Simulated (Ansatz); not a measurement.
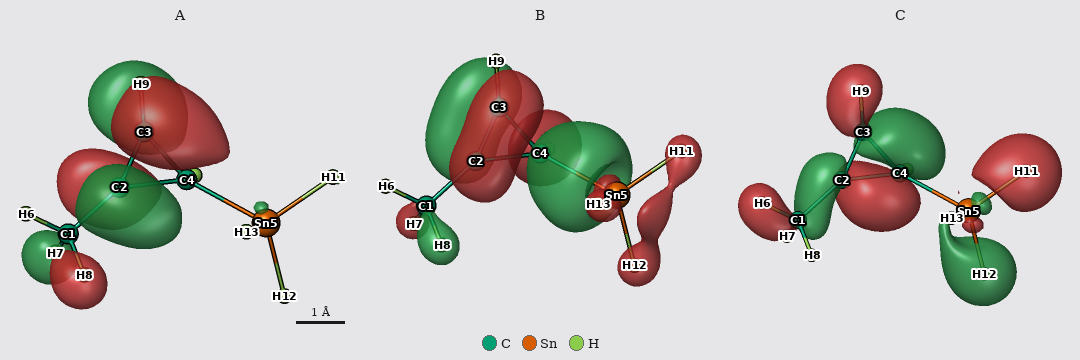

Figure. C4H8Sn. Three frontier orbitals at ±0.1 Å⁻³ᐟ² (green and red are the two phases), in no order.

Core potentials replace the inner electrons of Sn.

These are results of RKS r2SCAN/def2-SVP in Ansatz, not measurements.

Input

```
crystal:
  periodic: [false, false, false]
  atoms:
    - { symbol: C, position_ang: [-1.7154, 0.9962, 0.4753] }
    - { symbol: C, position_ang: [-0.314, 0.7165, 0.468] }
    - { symbol: C, position_ang: [0.8918, 0.4599, 1.1725] }
    - { symbol: C, position_ang: [0.9536, 0.4514, -0.2155] }
    - { symbol: Sn, position_ang: [0.926, -1.5489, -1.0416] }
    - { symbol: H, position_ang: [-1.9289, 2.0316, 0.9655] }
    - { symbol: H, position_ang: [-2.0992, 1.1013, -0.5796] }
    - { symbol: H, position_ang: [-2.2809, 0.2639, 0.9963] }
    - { symbol: H, position_ang: [1.4763, 0.3706, 2.1581] }
    - { symbol: H, position_ang: [1.3504, 1.319, -0.6801] }
    - { symbol: H, position_ang: [2.53618, -2.12548, -1.23474] }
    - { symbol: H, position_ang: [0.10165, -1.51868, -2.58988] }
    - { symbol: H, position_ang: [0.06867, -2.52056, 0.04612] }
basis:
  gaussian: { orbitals: def2-SVP }
hamiltonian:
  xc: r2scan
relax:
  f_tol: 0.015
  max_steps: 40
output:
  orbitals: {}
```

Run with:

```sh
ansatz run input.yaml --threads 2 --pin off --max-ram 3072MiB --backend cpu --events-out ev --progress --plain --runs-dir out
```

The fields are those of the relaxed geometry.

### Which picture is the HOMO−1, the HOMO and the LUMO?

C is the HOMO−1 (−7.09 eV). By Hirshfeld shares it lies mainly on C4 (about 25 %), C2 (about 15 %), Sn5 (about 15 %), C3 (about 10 %), H11 (about 10 %) and H12 (about 10 %). B is the HOMO (−5.41 eV). By Hirshfeld shares it lies mainly on C3 (about 25 %), C2 (about 20 %), C4 (about 20 %), Sn5 (about 20 %) and H10 (about 10 %). A is the LUMO (−0.66 eV). It lies mainly on C3 (about 35 %), C2 (about 30 %) and C1 (about 5 %); π-antibonding (π*) across C3–C2.

### What is the HOMO–LUMO gap?

4.75 eV between the orbital energies.
